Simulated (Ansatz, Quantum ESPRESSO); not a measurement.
# Ta(110), 5 layers against a metal electrode: the electrode's level over the Fermi level at a withheld member of a series

How the rows were computed: Quantum ESPRESSO 7.5, PBE, GBRV ultrasoft. The slab is relaxed neutral, then held. ESM with bc3: vacuum below and a metal electrode about 6 Å above the top atoms. Cold smearing of 0.02 Ry. Charges are set per cell from the starting area. The slabs take the lattice constants of the bulk relaxed by the same program. The series steps the charge of the slab (positive: electrons removed).

| charge of the slab | electrode's level over the Fermi level (eV) |
| --- | --- |
| 1 ×10¹³ e/cm² | 5.488 |
| 2 ×10¹³ e/cm² | 6.217 |
| 3 ×10¹³ e/cm² | 6.954 |
| 4.5 ×10¹³ e/cm² | 8.069 |
| 7 ×10¹³ e/cm² | 9.953 |
| 8 ×10¹³ e/cm² | 10.716 |

One more run was made and is withheld. What is the electrode's level over the Fermi level at 6 ×10¹³ e/cm²?

**Worked estimate.** The rows at 4.5 ×10¹³ e/cm² and 7 ×10¹³ e/cm² give a slope of (9.953 − (8.069))/(7 − (4.5)) = 0.7536, so a straight line gives 9.199 eV. A parabola through these and the row at 3 ×10¹³ e/cm² gives 9.196 eV.

**The withheld run.** 9.195 eV. The line misses by +0.004 and the parabola by +0.001 eV. Both misses are under 5 % of the step from the nearer row.

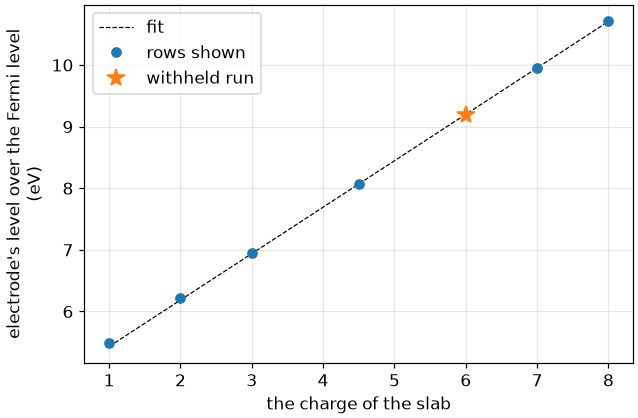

The rows shown, the fit and the withheld run.

Caveats: Vacuum fills the gap; ions don't answer the charge; added electrons can spill towards the electrode at the most negative charges. Members without a usable value, or on the other side of zero field or charge, are not listed.
